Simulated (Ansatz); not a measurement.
```xyz
4

Cl   -0.3151   -1.0190    1.5629
Si   -1.4743    0.0910    0.3780
Cl    0.3169    0.7430   -1.2890
H     1.3628    0.1469   -0.8152
```

Geometry: PBE0-D4/def2-TZVP.

The calculation used RKS PBE0-D4/def2-TZVPP (Ansatz).

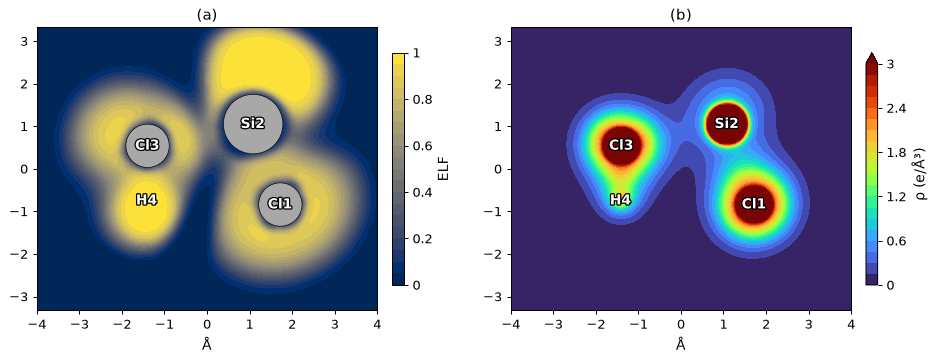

Cl₂HSi (charge +1). (a) ELF; (b) electron density on the molecular plane. Grey discs cover the atomic cores in the ELF map.

Describe what can be read from this map.

Answer.
- The plane passes through Cl, Si and H nuclei.
- Si–Cl (1.99 Å): the density is about 1 e/Å³ at the midpoint; the ELF peaks at about 0.85 between the atoms, as expected for a shared but strongly polarised pair.
- Cl–H (1.29 Å): the density is about 2 e/Å³ at the midpoint; the ELF climbs to about 1 towards the hydrogen, as it does in any bond to H; a covalent bond by its length.
- The ELF also peaks beside Cl1, Cl3 and Si2, away from the bonds: lone-pair regions.
